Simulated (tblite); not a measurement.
# C4H8F2O2Si: the cost of one run

Programs: tblite 0.8.0 and PySCF 2.14.0, with density-fitted response routines of our own. Each step states its level of theory. These are calculated values for one molecule in the gas phase, unless marked as measured. Atoms count from 0, in the outputs and in this text.

### 1 The starting structure

17 atoms, charge 0, multiplicity 1; geometry from: force field or distance geometry start.

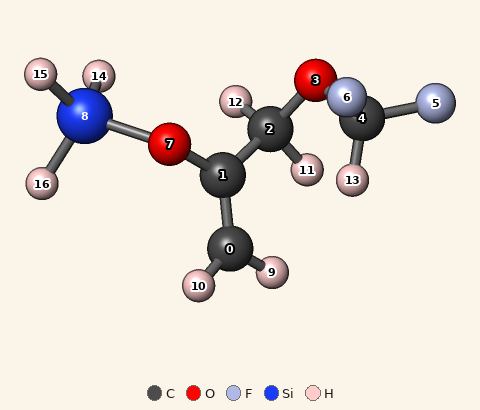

As it starts; carbon dark grey, oxygen red, fluorine light blue, silicon blue, hydrogen pink, atoms numbered.

### 2 Optimising the geometry with GFN2-xTB

What the job is given:

```
{"job": {"kind": "relax", "xc": "GFN2-xTB", "basis": "xTB"}, "charge": 0, "multiplicity": 1}
C     -0.186900     1.639500    -0.523500
C      0.137400     0.456300    -0.005900
C     -0.372400    -0.774000    -0.656900
O     -1.169400    -1.559900     0.130800
C     -2.272400    -0.835800     0.577700
F     -3.435300    -1.480200     0.153900
F     -2.232700    -0.716500     1.957200
O      0.961500     0.418900     1.134900
Si     2.658700     0.074900     0.944000
H     -0.840500     1.664700    -1.406000
H      0.130700     2.570000    -0.115100
H     -1.004200    -0.414300    -1.530500
H      0.470500    -1.333700    -1.084500
H     -2.266400     0.222200     0.173500
H      2.792200    -1.032000     0.003600
H      3.327700    -0.142200     2.229300
H      3.294700     1.254100     0.293900
```

Command:

```bash
$ OMP_NUM_THREADS=1 python probes_run.py task.json out
```

This one command runs all jobs of the session in turn.

**Question.** How long does this first job take on 1 thread of Arm Neoverse N1, shared host?

About 2.5 s.
